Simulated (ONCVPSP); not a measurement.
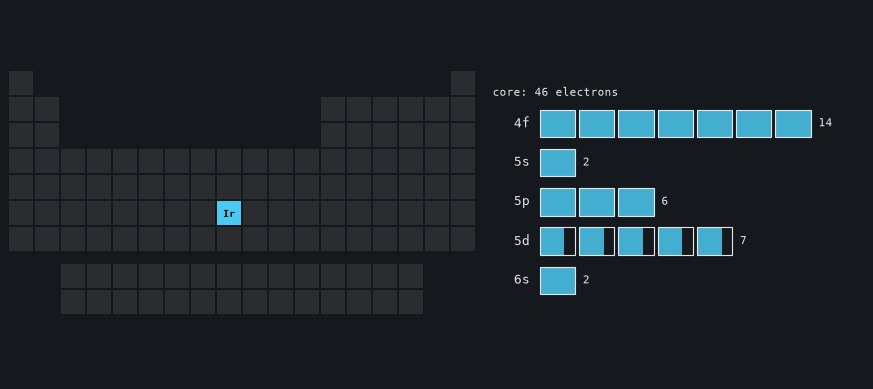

**Figure 1.** Left, the place of iridium in the periodic table; right, the valence shells of the reference configuration: a box for each of the 2l + 1 orbitals, shaded by the share of the shell that is filled, with the electron count at the right. The shells are those of the unaltered input.

## Ir: pseudopotential generation

System: iridium (Ir, Z = 77), core [Kr] 4d10, reference valence 4f14 5s2 5p6 5d7 6s2, valence charge 31. (This line and the method describe the unaltered input from which the odd one was made.)
Method: ONCV potential, LDA (Perdew-Wang 92), scalar-relativistic, made with ONCVPSP 4.0.1.

## Input file
```
# ATOM AND REFERENCE CONFIGURATION
# atsym  z   nc   nv     iexc    psfile
  Ir 77.00    9    5  -001012      upf
#
#   n    l    f
    1    0    2.00
    2    0    2.00
    2    1    6.00
    3    0    2.00
    3    1    6.00
    3    2   10.00
    4    0    2.00
    4    1    6.00
    4    2   10.00
    4    3   14.00
    5    0    2.00
    5    1    6.00
    5    2    7.00
    6    0    2.00
#
# PSEUDOPOTENTIAL AND OPTIMIZATION
# lmax
    3
#
#   l,   rc,      ep,       ncon, nbas, qcut
    0    1.85    0.00    5    9    5.00
    1    1.75    0.00    3    6    6.30
    2    1.75    0.00    4    9    7.10
    3    1.05    0.00    4    9   15.70
#
# LOCAL POTENTIAL
# lloc, lpopt,  rc(5),   dvloc0
    4    5    0.75  -20.00
#
# VANDERBILT-KLEINMAN-BYLANDER PROJECTORs
# l, nproj, debl
    0    2    1.20
    1    2    2.10
    2    1    3.60
    3    2    1.30
#
# MODEL CORE CHARGE
# icmod, fcfact, rcfact
    0    0.00    0.00
#
# LOG DERIVATIVE ANALYSIS
# epsh1, epsh2, depsh
   -5.00    5.00    0.04
#
# OUTPUT GRID
# rlmax, drl
    6.00    0.01
#
# TEST CONFIGURATIONS
# ncnf
    4
# nvcnf
#   n    l    f
    5
    4    3   14.00
    5    0    2.00
    5    1    6.00
    5    2    7.00
    6    0    1.00
#
    5
    4    3   14.00
    5    0    2.00
    5    1    6.00
    5    2    7.00
    6    0    0.00
#
    5
    4    3   14.00
    5    0    2.00
    5    1    6.00
    5    2    6.00
    6    0    0.00
#
    5
    4    3   14.00
    5    0    2.00
    5    1    5.00
    5    2    7.00
    6    0    2.00
#
```

Launched with:
```bash
oncvpsp.x < Ir.dat > Ir.out
```

## Log (extracts)
```
ONCVPSP  (Optimized Norm-Conservinng Vanderbilt PSeudopotential)
scalar-relativistic version 4.0.1

#   n    l    f        energy (Ha)
    1    0    2.00    -2.7957567E+03
    2    0    2.00    -4.8911782E+02
    2    1    6.00    -4.2505080E+02
    3    0    2.00    -1.1438594E+02
    3    1    6.00    -9.5657045E+01
    3    2   10.00    -7.5016426E+01
    4    0    2.00    -2.4377146E+01
    4    1    6.00    -1.8232964E+01
    4    2   10.00    -1.0689155E+01
    4    3   14.00    -2.2982629E+00
    5    0    2.00    -3.6123748E+00
    5    1    6.00    -2.0184380E+00
    5    2    7.00    -2.7031258E-01
    6    0    2.00    -2.4196379E-01

Reference configufation results
  iterations    25
  all-electron total energy (Ha)   -1.78174959D+04

Begin loop to  construct optimized pseudo wave functions
and semi-local pseudopoentials for all angular momenta

Calculating optimized projector #   1

 for l=   0

    Fraction of norm inside rc  0.987410
    Optimizing pswf for qcut=   4.99 a_B^-1,  ecut=  12.46 Ha
    Residual kinetic energy error=  7.21D-04 Ha

    Energy error per electron        Cutoff
         Ha          eV             Ha
         0.01000     0.27211        5.80
         0.00100     0.02721       10.62
         0.00010     0.00272       58.45
         0.00001     0.00027       69.57

Calculating optimized projector #   2

 for l=   0

    Fraction of norm inside rc  0.134672
    Optimizing pswf for qcut=   4.99 a_B^-1,  ecut=  12.46 Ha
    Residual kinetic energy error=  1.16D-03 Ha

    Energy error per electron        Cutoff
         Ha          eV             Ha
         0.01000     0.27211        5.17
         0.00100     0.02721       13.11
         0.00010     0.00272       62.44
         0.00001     0.00027       83.03

   Wellstate for l =  1  n =  6
     eigenvalue =   0.0816
     asymptotic potential =   0.5816
     half-point radius =  4.6127

Calculating optimized projector #   1

 for l=   1

    Fraction of norm inside rc  0.930568
    Optimizing pswf for qcut=   6.29 a_B^-1,  ecut=  19.80 Ha
    Residual kinetic energy error=  2.40D-06 Ha

    Energy error per electron        Cutoff
         Ha          eV             Ha
         0.01000     0.27211       11.01
         0.00100     0.02721       13.86
         0.00010     0.00272       16.17
         0.00001     0.00027       18.39

Calculating optimized projector #   2

 for l=   1

    Fraction of norm inside rc  0.061762
    Optimizing pswf for qcut=   6.29 a_B^-1,  ecut=  19.80 Ha
    Residual kinetic energy error=  8.88D-06 Ha

    Energy error per electron        Cutoff
         Ha          eV             Ha
         0.01000     0.27211        8.69
         0.00100     0.02721       11.69
         0.00010     0.00272       14.08
         0.00001     0.00027       17.93

Calculating optimized projector #   1

 for l=   2

    Fraction of norm inside rc  0.604110
    Optimizing pswf for qcut=   7.10 a_B^-1,  ecut=  25.23 Ha
    Residual kinetic energy error=  4.44D-06 Ha

    Energy error per electron        Cutoff
         Ha          eV             Ha
         0.01000     0.27211       13.96
         0.00100     0.02721       18.15
         0.00010     0.00272       21.47
         0.00001     0.00027       24.18

WARNING wellstate: negative energy specified for n= 5 l=  3
WARNING scattering state with energy  0.25000000
WARNING will be used for the first projector

   Wellstate for l =  3  n =  5
     eigenvalue =   0.2500
     asymptotic potential =   0.7500
     half-point radius = 11.8339

Calculating optimized projector #   1

 for l=   3

    Fraction of norm inside rc  0.957118
    Optimizing pswf for qcut=  15.71 a_B^-1,  ecut= 123.39 Ha
    Residual kinetic energy error=  1.46D-04 Ha

    Energy error per electron        Cutoff
         Ha          eV             Ha
         0.01000     0.27211      103.22
         0.00100     0.02721      114.38
         0.00010     0.00272      140.05
         0.00001     0.00027      328.31

Calculating optimized projector #   2

 for l=   3

    Fraction of norm inside rc  0.000172
    Optimizing pswf for qcut=  15.71 a_B^-1,  ecut= 123.39 Ha
    Residual kinetic energy error=  2.63D-07 Ha

    Energy error per electron        Cutoff
         Ha          eV             Ha
         0.01000     0.27211        1.55
         0.00100     0.02721       59.55
         0.00010     0.00272       85.67
         0.00001     0.00027      103.24

Construct Vanderbilt / Kleinmman-Bylander projectors

B matrix Hermiticity error, ll=   0
   1   2    5.5108E-04

  Orthonormal projector coefficients  4.0864E+01  3.0799E+00

B matrix Hermiticity error, ll=   1
   1   2    2.7694E-04

  Orthonormal projector coefficients  2.7675E+01  1.3221E+00

B matrix Hermiticity error, ll=   3
   1   2    4.6795E-05

  Orthonormal projector coefficients -1.7985E+01 -1.0529E+01

Pseudoatom total energy -467.588971

Diagnostic tests using Vanderbilt-Kleinman-Bylander pseudopotentials
  1 or more projectors used as specified by nproj input data

   l    rcore       rmatch      e in        delta e   norm test  slope test

   0   1.8545510   1.9108592  -3.6123748   0.0000032   1.0002726   1.0002454
   0   1.8545510   1.9108592  -0.2419638   0.0000017   1.0000329   1.0000246

   1   1.7573447   1.8107015  -2.0184380   0.0000064   1.0002159   1.0002194
   1   1.7573447   1.8107015   0.0815620   0.0000564   1.0002907   1.0002907

   2   1.7573447   1.8107015  -0.2703126  -0.0000015   1.0000001   1.0000088

   3   1.0505836   1.0824816  -2.2982629  -0.0000260   1.0005385   1.0005780
   3   1.0505836   1.0824816   0.2500000   0.0001091   1.0008345   1.0008345

 Testing for bound ghosts
   n   l    E NL Schr. Eq   E Basis Diag.   E Cutoff

       0                      -21.282766    102.42  WARNING - GHOST(-)
   1   0       -3.612372       -3.612181    102.42
   2   0       -0.241962       -0.223421    102.42

       1                       -8.563283     50.66  WARNING - GHOST(-)
   2   1       -2.018432       -2.017735     50.66

       2                       -1.529625    111.50  WARNING - GHOST(-)
   3   2       -0.270314       -0.267685    111.50

   4   3       -2.298289       -2.298241    448.64

 Testing for highly-localized positive-energy ghosts
       l    <radius>/rc     E Basis Diag.   E Cutoff

Test configuration 0

   n   l     f        eae           eps        diff
   1   0  2.0000-2795.75671994
   2   0  2.0000 -489.11781967
   2   1  6.0000 -425.05079746
   3   0  2.0000 -114.38593670
   3   1  6.0000  -95.65704526
   3   2 10.0000  -75.01642624
   4   0  2.0000  -24.37714647
   4   1  6.0000  -18.23296441
   4   2 10.0000  -10.68915483
   4   3 14.0000   -2.29826286   -2.29828885   -2.60D-05
   5   0  2.0000   -3.61237485   -3.61237162    3.23D-06
   5   1  6.0000   -2.01843801   -2.01843163    6.38D-06
   5   2  7.0000   -0.27031258   -0.27031412   -1.54D-06
   6   0  2.0000   -0.24196379   -0.24196208    1.71D-06

    Total energies and differences
      AE_ref= -1.78174959D+04  AE_tst= -1.78174959D+04  dif=  0.00D+00
      PS_ref= -4.67588971D+02  PS_tst= -4.67588971D+02  dif= -6.25D-13
      PSP excitation error=  6.25D-13

Test configuration 1

   n   l     f        eae           eps        diff
   1   0  2.0000-2796.06595495
   2   0  2.0000 -489.42475896
   2   1  6.0000 -425.35780450
   3   0  2.0000 -114.69331490
   3   1  6.0000  -95.96442441
   3   2 10.0000  -75.32360566
   4   0  2.0000  -24.68475077
   4   1  6.0000  -18.54055635
   4   2 10.0000  -10.99666975
   4   3 14.0000   -2.60579595   -2.61019517   -4.40D-03
   5   0  2.0000   -3.92038339   -3.92254520   -2.16D-03
   5   1  6.0000   -2.32715227   -2.32778092   -6.29D-04
   5   2  7.0000   -0.57273589   -0.57271752    1.84D-05
   6   0  1.0000   -0.51113844   -0.51134407   -2.06D-04

    Total energies and differences
      AE_ref= -1.78174959D+04  AE_tst= -1.78171219D+04  dif=  3.74D-01
      PS_ref= -4.67588971D+02  PS_tst= -4.67214743D+02  dif=  3.74D-01
      PSP excitation error= -2.15D-04

Test configuration 2

   n   l     f        eae           eps        diff
   1   0  2.0000-2796.41503036
   2   0  2.0000 -489.77069566
   2   1  6.0000 -425.70384221
   3   0  2.0000 -115.03952701
   3   1  6.0000  -96.31063823
   3   2 10.0000  -75.66959615
   4   0  2.0000  -25.03109912
   4   1  6.0000  -18.88687292
   4   2 10.0000  -11.34286169
   4   3 14.0000   -2.95188843   -2.96270056   -1.08D-02
   5   0  2.0000   -4.26612669   -4.27170006   -5.57D-03
   5   1  6.0000   -2.67292577   -2.67473761   -1.81D-03
   5   2  7.0000   -0.90804866   -0.90817931   -1.31D-04

    Total energies and differences
      AE_ref= -1.78174959D+04  AE_tst= -1.78164662D+04  dif=  1.03D+00
      PS_ref= -4.67588971D+02  PS_tst= -4.66558395D+02  dif=  1.03D+00
      PSP excitation error= -8.53D-04

Test configuration 3

   n   l     f        eae           eps        diff
   1   0  2.0000-2796.93687982
   2   0  2.0000 -490.29433383
   2   1  6.0000 -426.22746969
   3   0  2.0000 -115.56050609
   3   1  6.0000  -96.83161825
   3   2 10.0000  -76.19108913
   4   0  2.0000  -25.55086473
   4   1  6.0000  -19.40656452
   4   2 10.0000  -11.86248938
   4   3 14.0000   -3.47051187   -3.48197660   -1.15D-02
   5   0  2.0000   -4.77608370   -4.78332196   -7.24D-03
   5   1  6.0000   -3.17335522   -3.17656508   -3.21D-03
   5   2  6.0000   -1.36676075   -1.36740112   -6.40D-04

    Total energies and differences
      AE_ref= -1.78174959D+04  AE_tst= -1.78153327D+04  dif=  2.16D+00
      PS_ref= -4.67588971D+02  PS_tst= -4.65424273D+02  dif=  2.16D+00
      PSP excitation error= -1.46D-03

Test configuration 4

   n   l     f        eae           eps        diff
   1   0  2.0000-2796.32029541
   2   0  2.0000 -489.66038424
   2   1  6.0000 -425.59524352
   3   0  2.0000 -114.92109542
   3   1  6.0000  -96.19242658
   3   2 10.0000  -75.55138164
   4   0  2.0000  -24.91098363
   4   1  6.0000  -18.76669550
   4   2 10.0000  -11.22199230
   4   3 14.0000   -2.82710010   -2.84792002   -2.08D-02
   5   0  2.0000   -4.10985696   -4.12594287   -1.61D-02
   5   1  5.0000   -2.49687448   -2.50479826   -7.92D-03
   5   2  7.0000   -0.68826088   -0.68900067   -7.40D-04
   6   0  2.0000   -0.55766918   -0.55845010   -7.81D-04

    Total energies and differences
      AE_ref= -1.78174959D+04  AE_tst= -1.78152470D+04  dif=  2.25D+00
      PS_ref= -4.67588971D+02  PS_tst= -4.65333775D+02  dif=  2.26D+00
      PSP excitation error= -6.25D-03
```

## Outcome

```
                        quantity                          value
                         outcome  generated, with a ghost state
    ghost flags of the generator         3 GHOST(-), 0 GHOST(+)
largest excitation error printed                        170 meV
                        hardware      1 CPU thread, shared host
                       wall time                          3.9 s
```

## What is odd here

This input holds a deliberate oddity: dvloc0 set to -20.00 Ha. The program ran to the end. The all-electron atom is untouched: its total energy equals that from the unaltered input (−17817.4959 Ha). The pseudo-atom's total energy moves by +0.0043 Ha, so the potential, or the configuration in which it is tested, is another one. The unaltered input has a GHOST(-) flag too. The potential has a bound ghost state, so it can't be used as it stands. Warnings of the program, in the generation or the tests: wellstate: negative energy specified for n= 5 l= 3.
